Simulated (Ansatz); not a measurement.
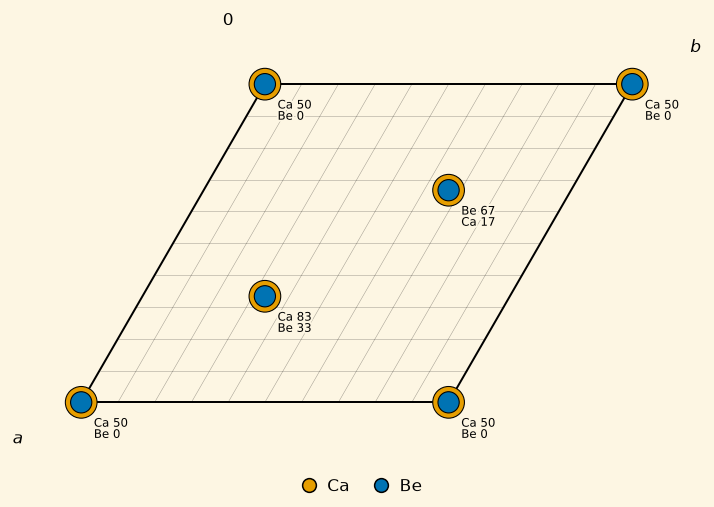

Plan of a unit cell projected along c (a down the page, b across); the numbers are heights in hundredths of c, and atoms on the cell's edges are repeated. The grid marks tenths of a and b. Source: coordinates from a relaxation with Ansatz 0.2.0, DFT PBE, scalar-relativistic, plane waves, PAW; the starting structure was generated, so it need not be a known form of this composition. The drawing is computed from the coordinates (standard cell, symmetry found to 0.002 Å).

a = 4.212 Å, b = 4.212 Å, c = 10.259 Å, α = 90.00°, β = 90.00°, γ = 120.00°.

Q: What does the cell contain?

A: 3 Ca, 3 Be: CaBe, Z = 3.

Q: Give the fractional coordinates of all atoms, to two places.

A:
```
atom     x     y     z
  Ca  0.33  0.67  0.17
  Be  0.00  0.00  0.00
  Ca  0.00  0.00  0.50
  Be  0.67  0.33  0.33
  Ca  0.67  0.33  0.83
  Be  0.33  0.67  0.67
```
